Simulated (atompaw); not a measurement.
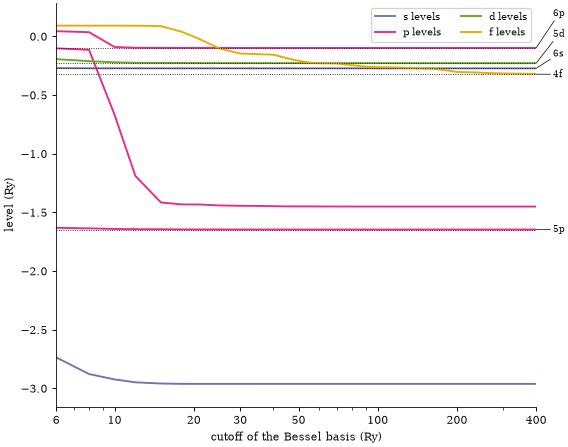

The pseudo-atom Hamiltonian at the reference potential is diagonalised in spherical Bessel functions (20 bohr box) up to the cutoff. Curves: the lowest levels of each channel that holds a bound state. Dotted lines: the all-electron valence levels.

Input of atompaw 4.2.0.5:

```
La 57
GGA-PBESOL scalarrelativistic loggrid 2001 logderivrange -4 5 226
6 6 5 4 0 0
6 1 0
5 2 1
4 3 0
0 0 0
c
c
c
c
c
v
c
c
c
v
v
c
c
v
v
3
3.00 2.60 2.60 1.60
y
0.7
n
n
y
1.4
n
y
2.2
n
custom polynom2 7 10 vanderbiltortho besselshape
4 0 ultrasoft
3.00
3.00
3.00
2.50
3.00
3.00
1.45
1.45
```

Run as:
```bash
atompaw < La.input > La.log
```

Functional and relativity: PBEsol, scalar-relativistic.

Check the spectrum for spurious states.

Answer. Ghost states below the valence levels: s at -40.3 eV, p at -19.7 eV. A ghost is a curve that settles on no dotted line: a bound state with no counterpart among the valence levels. The s ghost lies close to the 5s core level of the all-electron atom (-2.86 Ry), so the potential binds a state that should have stayed in the core. In Ry: s -2.96, p -1.45.

Read the all-electron valence levels.

Answer. 6s: -0.27 Ry; 5p: -1.65 Ry; 6p: -0.10 Ry; 5d: -0.23 Ry; 4f: -0.32 Ry.

Does the ghost need a high cutoff to show?

Answer. The lowest s curve lies clearly below the lowest valence level of its channel already at the lowest cutoff, 6 Ry, and ends at -2.96 Ry.
